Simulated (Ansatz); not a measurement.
# KRuCl6: relaxing a made-up structure, part 2 of 2

This structure for KRuCl6 is made up. Its elements were placed in a known structure type with a cell scaled to their sizes. What cell does the guess relax to, and how far off was it?

Ansatz 0.2.0; DFT, PBEsol, plane-wave PAW, files of the set soft_1, scalar-relativistic, no spin, cell and ions relaxed at zero pressure; PAW set soft_1 (the session's first sound run).

So far: Starting point; Relaxing cell and atoms. The relaxed cell has a = 9.011, c = 8.313 Å (conventional setting).

## (3) Electronic structure of the relaxed cell

With the geometry fixed, one more self-consistent run, with a narrower smearing and the mesh shown in its input, gives the bands, and its pressure, and its forces where symmetry allows any, show how far the geometry depends on these settings.

This step: DFT, PBEsol, plane-wave PAW, files of the set soft_1, scalar-relativistic, no spin, bands and density of states at the relaxed cell; PAW set soft_1 (Ansatz 0.2.0).

File input.yaml:

```yaml
crystal:
  lattice:
    - [4.505281375, 2.6011254146, 2.7710981333]
    - [-4.505281375, 2.6011254146, 2.7710981333]
    - [0.0, -5.2022508293, 2.7710981333]
  atoms:
    - { symbol: Ru, position: [0.0, 0.0, 0.0] }
    - { symbol: K, position: [0.5, 0.5, 0.5] }
    - { symbol: Cl, position: [0.9204566998, 0.278574495, 0.278574495] }
    - { symbol: Cl, position: [0.0795433002, 0.721425505, 0.721425505] }
    - { symbol: Cl, position: [0.721425505, 0.721425505, 0.0795433002] }
    - { symbol: Cl, position: [0.721425505, 0.0795433002, 0.721425505] }
    - { symbol: Cl, position: [0.278574495, 0.9204566998, 0.278574495] }
    - { symbol: Cl, position: [0.278574495, 0.278574495, 0.9204566998] }
kpoints:
  mp_grid: { grid: [6, 6, 6] }
  band_path:
    path:
      - [0.0, 0.0, 0.0]
      - [0.42791348, -0.57208652, 0.42791348]
      - [0.5, -0.5, 0.5]
      - [0.35582696, 0.35582696, 0.35582696]
      - [0.0, 0.0, 0.0]
      - [0.5, -0.5, 0.0]
      - [0.57208652, -0.42791348, -0.42791348]
      - [0.64417304, -0.35582696, -0.35582696]
      - [0.5, 0.0, 0.0]
      - [0.5, -0.5, 0.5]
    npoints: 8
scf:
  occupations: { method: fermi_dirac, width: 0.03 }
  n_extra_bands: 12
hamiltonian:
  xc: pbesol
  pseudopotentials: { kind: paw, azcp: { folder: soft_1 }, xc_functional: pbe }
output:
  forces: true
  stress: true
  write_bands: true
  dos: { projected: true }
  write_density: true
  write_potential: true
  elf: true
  volumetric_format: npy
```

The run is started by

```bash
$ ansatz run input.yaml --threads 4 --pin off --max-ram 10240MiB --backend cpu --events-out ev --progress --plain --runs-dir out
```

Numbers of over 12 decimals in the logs are rounded to 6 here.

The program printed:

```text
[...]
Crystal: 8 atoms, lattice volume = 194.844 Å³
Basis set: ecut = 420 eV, 3807 PW (Γ), exchange–correlation on 80×80×80 points (8 copies of the dense FFT grid, shifted against one another)
Bands: 46, of which v1, the nominal top of the filled ones, is band 34 counted from 1 (33 counted from 0)
Symmetry: 12 space group operations
[...]
k-points: 32 of 216
[...]
SCF iter   1: F=—  HF=-13705.528650 eV  |F-HF|=—  |Δ(HF+E_count)|=         —  Δρ=4.16e-2  dr2=4.11e0  ethr=3.10e-3  ⟨swp⟩=7.5  Hψ=6987  notcnv=0  defer=13
[...]
SCF iter  11: F=-13703.604354 eV  HF=-13703.604354 eV  |F-HF|=2.67e-9  |Δ(HF+E_count)|=   1.37e-7  Δρ=2.47e-6  dr2=1.07e-8  ethr=1.49e-10  ⟨swp⟩=21.0  Hψ=12968  notcnv=0
SCF 1 converged in 11 iterations: F = -13703.604354 eV  dr2 = 1.07e-8
[...]
NSCF: frozen V_eff on 73 k-points
SCF converged after 11 iterations
Free energy (F): -13703.604354 eV
[...]
Internal energy: -13703.566401 eV  (E = F + TS)
E sigma→0 (E₀):  -13703.585377 eV
Entropy (-TS):   -0.037953 eV (-4.744 meV/atom)
Fermi energy:    3.556418 eV
[...]
--- Forces (eV/Å), atoms counted from 1 ---
  atom   1  Ru     0.00000000     0.00000000    -0.00000000
  atom   2  K      0.00000000     0.00000000     0.00000000
  atom   3  Cl    -0.00005490    -0.00003170    -0.00473869
  atom   4  Cl     0.00005490     0.00003170     0.00473869
  atom   5  Cl     0.00000000    -0.00006339     0.00473869
  atom   6  Cl    -0.00005490     0.00003170     0.00473869
  atom   7  Cl     0.00005490    -0.00003170    -0.00473869
  atom   8  Cl     0.00000000     0.00006339    -0.00473869
  max |Σ_I F_I| component: 7.81e-18 eV/Å
--- Stress (GPa, compression-positive) ---
       -0.036370      -0.000000      -0.000000
        0.000000      -0.036370       0.000000
       -0.000000       0.000000      -0.067368
  P = ⅓ Tr σ = -0.0467 GPa (-0.467 kbar)
--- Band table (eV; the first three rows and the last of 32) ---
  k-point 0: bands = [... 30 lower, 2.7949, 3.3343, 3.3343, 3.4061, 3.6447, 5.9050, 5.9050, 9.3771, ... 8 higher]
  k-point 1: bands = [... 30 lower, 2.8136, 3.2602, 3.3883, 3.4814, 3.6473, 5.9948, 6.0554, 9.6566, ... 8 higher]
  k-point 2: bands = [... 30 lower, 2.7987, 2.9407, 3.4230, 3.5235, 3.7391, 6.1558, 6.3875, 10.2425, ... 8 higher]
  k-point 31: bands = [... 30 lower, 2.6918, 2.8359, 3.2918, 3.7653, 3.7653, 5.8357, 5.8357, 10.4519, ... 8 higher]
```

It took 13 s on 4 threads of Arm Neoverse V1, shared host; peak memory 0.71 GiB; 48 s of CPU time.

In the SCF lines HF is the Harris–Foulkes energy and dr2 the Hartree energy of the density residual, in eV; the loop may stop once dr2 is under the threshold and the program's other checks hold. Hψ counts applications of the Hamiltonian.

Numbers from this step:

```
free energy             : -13703.6044 eV
energy at zero smearing : -13703.5854 eV
smearing term TS        : 0.03795 eV
Fermi energy            : 3.556 eV
pressure                : -0.04670 GPa
```

From bands.tsv, the bands that come nearest the Fermi level along the path, at its corners, in eV from the Fermi level:

```
point  band 30  band 31  band 32  band 33  band 34  band 35  band 36  band 37
    Γ    -0.76    -0.76    -0.22    -0.22    -0.15     0.09     2.35     2.35
    P    -0.82    -0.82    -0.68    -0.21     0.18     0.18     2.42     2.42
    Z    -0.86    -0.86    -0.72    -0.26     0.21     0.21     2.28     2.28
    Q    -0.81    -0.81    -0.59    -0.14     0.13     0.13     2.74     2.74
    Γ    -0.76    -0.76    -0.22    -0.22    -0.15     0.09     2.35     2.35
    F    -1.13    -1.06    -0.76    -0.44    -0.13     0.46     2.42     3.10
   P1    -0.82    -0.82    -0.68    -0.21     0.18     0.18     2.42     2.42
   Q1    -0.81    -0.81    -0.59    -0.14     0.13     0.13     2.74     2.74
    L    -1.00    -0.94    -0.76    -0.12    -0.05     0.24     2.67     3.01
    Z    -0.86    -0.86    -0.72    -0.26     0.21     0.21     2.28     2.28
```

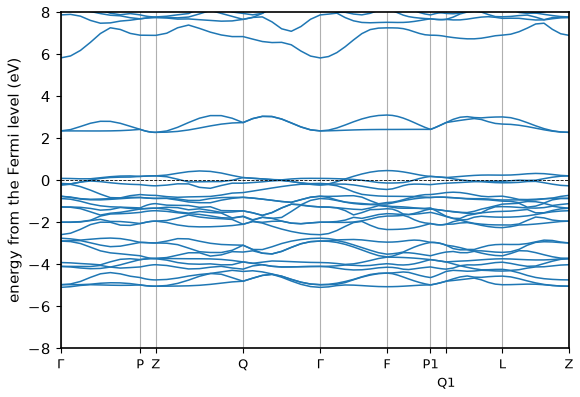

Bands along the path. 14 bands lie wholly below the window drawn.

States per cell as run, both spins, in windows of 1 eV, from dos.tsv (zero at the Fermi level): Near the top, bands beyond those computed are missing, so counts there can be too low.

```csv
from,to,total
-8,-7,0.00
-7,-6,0.00
-6,-5,0.33
-5,-4,9.05
-4,-3,6.98
-3,-2,3.84
-2,-1,10.49
-1,0,8.34
0,1,2.97
1,2,0.00
2,3,3.81
3,4,0.19
4,5,0.00
5,6,0.00
```

Below -8 eV lie 28.0 more states.

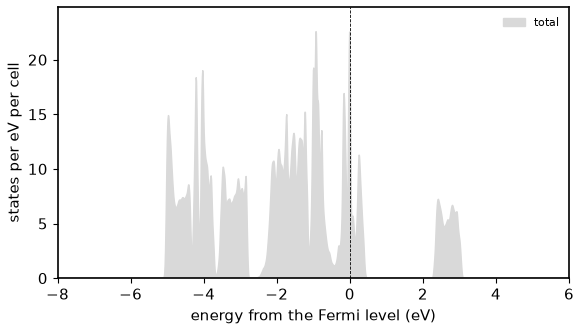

Total density of states, smoothed over about 0.04 eV.

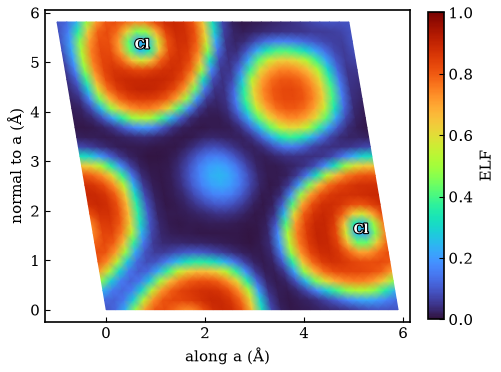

ELF in the ac plane of the cell as run, not the conventional one, at fractional y = 0.279, with atoms of Cl within 0.2 Å of it. It is the smooth field of the valence electrons, not physical close to the nuclei.

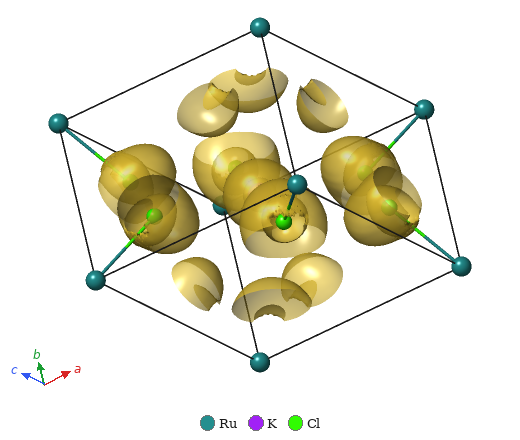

Surface of ELF = 0.82. Drawn on the cell as run, not the conventional one. Bonds to atoms that aren't drawn are left out.

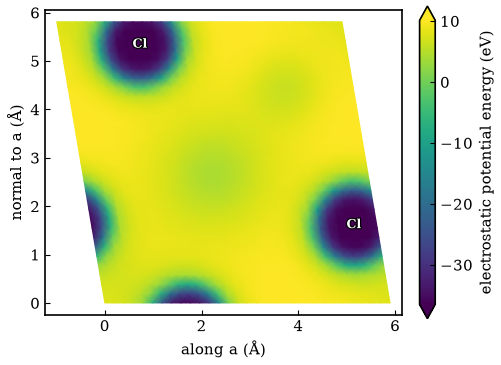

Electrostatic potential energy in the ac plane of the cell as run, not the conventional one, at fractional y = 0.279, with atoms of Cl within 0.2 Å of it. With pseudopotentials it is smooth inside the atoms' cores, unlike the true potential.

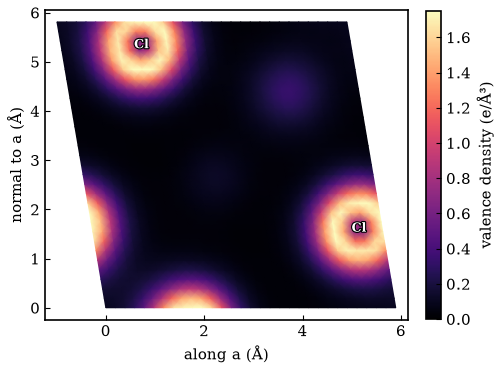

Valence density in the ac plane of the cell as run, not the conventional one, at fractional y = 0.279, with atoms of Cl within 0.2 Å of it. It is the smooth field of the valence electrons, not physical close to the nuclei.

## (4) Outcome

| Quantity | Value |
| --- | --- |
| space group, relaxed | R-3m |
| conventional cell | a = 9.011, b = 9.011, c = 8.313 Å; α = 90.0°, β = 90.0°, γ = 120.0° |
| volume per atom | 24.36 Å³ (guess 30.20) |

**Reading.** KRuCl6 relaxes to R-3m with a = 9.011, b = 9.011 and c = 8.313 Å. The guessed volume was 24 % too large. The space group R-3m was held in the relaxation, so the end point is a stationary structure within it and may be a saddle against distortions or other arrangements. Bands cross the Fermi level, so it is a metal or semimetal at this level. The electron count is odd, which forces that without spin polarisation or a larger cell. On the 6×6×6 mesh with the narrower smearing (relaxed on 5×5×5) the largest force component is 0.005 eV/Å and the largest stress component is 0.067 GPa, against the relaxation's thresholds of 0.015 eV/Å and 0.05 GPa. The cutoff wasn't tested. No dispersion term is used, so weakly bound directions may come out too long. The runs have no spin, and magnetism wasn't tested. Nothing here tests whether the compound is stable against decomposition.

[Logs are printed without paths, hosts, clocks, repeated set-up lines and the standing remarks that a program may print on its own settings, such as how far it seeks lower states.]

[Hosts, paths, dates, database ids (printed as entryN), source tags and the programs' standing remarks are cut or masked in the printed files.]
